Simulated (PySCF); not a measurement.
Input

```
{"job": {"kind": "epr"}, "charge": 0, "multiplicity": 2}
C     -0.125783     0.091581    -0.907057
Si    -0.324668    -0.178760     0.924566
O      1.001634     0.450213    -1.546623
F     -1.187157     0.464501    -1.619984
H     -1.504442    -1.062977     1.139850
H      0.934643    -0.855007     1.366286
H     -0.499237     1.061197     1.753810
H      1.750716     0.000599    -1.138843
```

Launched as:

```sh
OMP_NUM_THREADS=1 python cluster_run.py task.json out
```

Geometry: PBE0-D3(BJ)/def2-SVP.

These are results of PySCF 2.14.0, density-fitted response routines, UKS B3LYP, IGLO-III on C F O Si, pcH-1 on H, non-relativistic, mean-field spin-orbit, GIAO, not measurements.

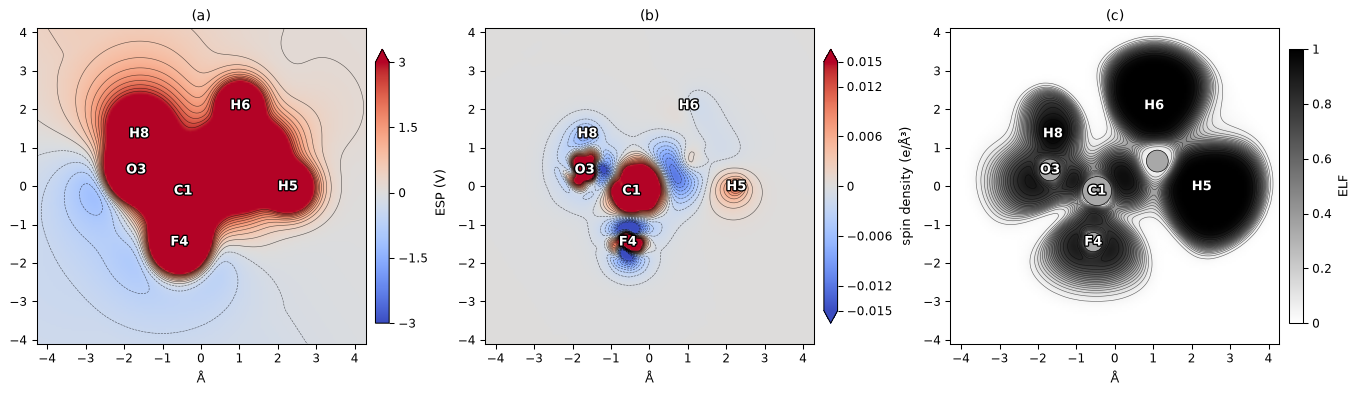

CH4FOSi (SMILES O[C](F)[SiH3]) (doublet). (a) electrostatic potential; (b) spin density (α minus β); (c) ELF on the plane of atoms O3, C1 and F4. Grey discs cover the atomic cores in the ELF map.

Q: Describe what can be read from this map.

A:
- Atoms in the plane: C, O, F and H.
- C–F (1.33 Å): the ELF peaks at about 0.85 between the atoms (a shared but strongly polarised pair).
- C–O (1.34 Å): the ELF peaks at about 0.90 between the atoms: a shared but strongly polarised pair.
- O–H (0.96 Å): the ELF climbs to about 1 towards the hydrogen, as it does in any bond to H (a covalent bond by its length).
- The ELF also peaks beside F4 and O3, away from the bonds: non-bonding electrons, paired or unpaired.
- The unpaired spin (1 electron) lies mostly on C1 (about 0.6), O3 (about 0.2), Si2 (about 0.1) and F4 (about 0.1), in electrons by Hirshfeld's partition.
- Outside the dense part of the molecule the potential is most negative (−1.1 V) near O3.
